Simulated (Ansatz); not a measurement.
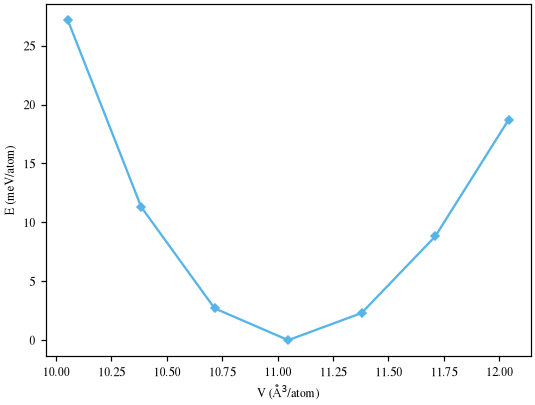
Figure. LiNbO₃ in space group R-3 (No. 148; Li on 6c, Nb on 6c, O on 18f) under volume change, PBEsol in the plane-wave PAW code Ansatz, shape and atoms relaxed at each volume.

What does a third-order Birch–Murnaghan fit give for V₀, B₀ and B′?

V₀ = 11.05 Å³/atom, B₀ = 80.1 GPa, B′ = 5.2.

The workflow started from a Materials Project entry (that database holds measured and hypothetical structures alike); the Crystallography Open Database files this formula in space group No. 148, but the cells were not matched. It is not the phase usual at ambient conditions (space group No. 161). The PBEsol relaxation kept the symmetry of its start; its stability against distortions is not shown here. The run is not spin-polarised.

Potentials: the earlier of the program's two PAW sets. The files were generated under PBE; for other functionals the program regenerates the frozen cores, and for LDA and PBEsol the local potential too.
